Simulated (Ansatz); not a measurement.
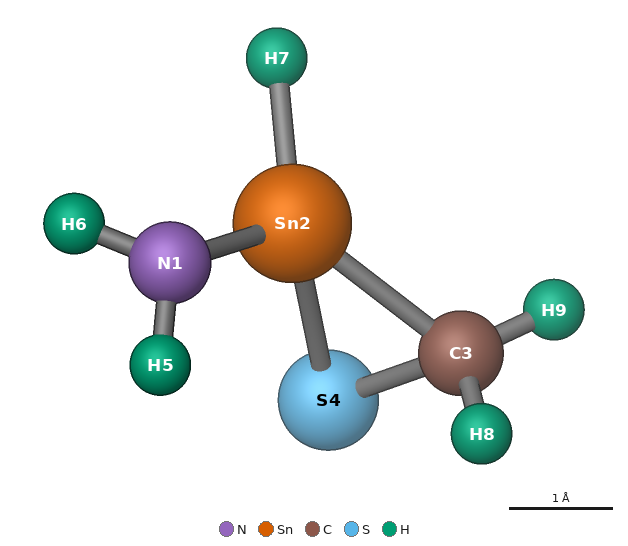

Computed geometry: PBE0-D4/def2-TZVP optimisation. No frequency run is at hand to confirm it as a minimum.

Estimate the angles Sn2–N1–H5, Sn2–N1–H6, N1–Sn2–C3, N1–Sn2–S4, N1–Sn2–H7, C3–Sn2–S4, C3–Sn2–H7, S4–Sn2–H7, Sn2–C3–S4, Sn2–C3–H8, Sn2–C3–H9, S4–C3–H8, S4–C3–H9, Sn2–S4–C3.

```json
{"angle": "Sn2–N1–H5", "degrees": "112.1"}
{"angle": "Sn2–N1–H6", "degrees": "112.9"}
{"angle": "N1–Sn2–C3", "degrees": "118.7"}
{"angle": "N1–Sn2–S4", "degrees": "118.8"}
{"angle": "N1–Sn2–H7", "degrees": "111.1"}
{"angle": "C3–Sn2–S4", "degrees": "48.6"}
{"angle": "C3–Sn2–H7", "degrees": "126.3"}
{"angle": "S4–Sn2–H7", "degrees": "119.7"}
{"angle": "Sn2–C3–S4", "degrees": "73.8"}
{"angle": "Sn2–C3–H8", "degrees": "117.7"}
{"angle": "Sn2–C3–H9", "degrees": "118.8"}
{"angle": "S4–C3–H8", "degrees": "113.9"}
{"angle": "S4–C3–H9", "degrees": "113.8"}
{"angle": "Sn2–S4–C3", "degrees": "57.6"}
```
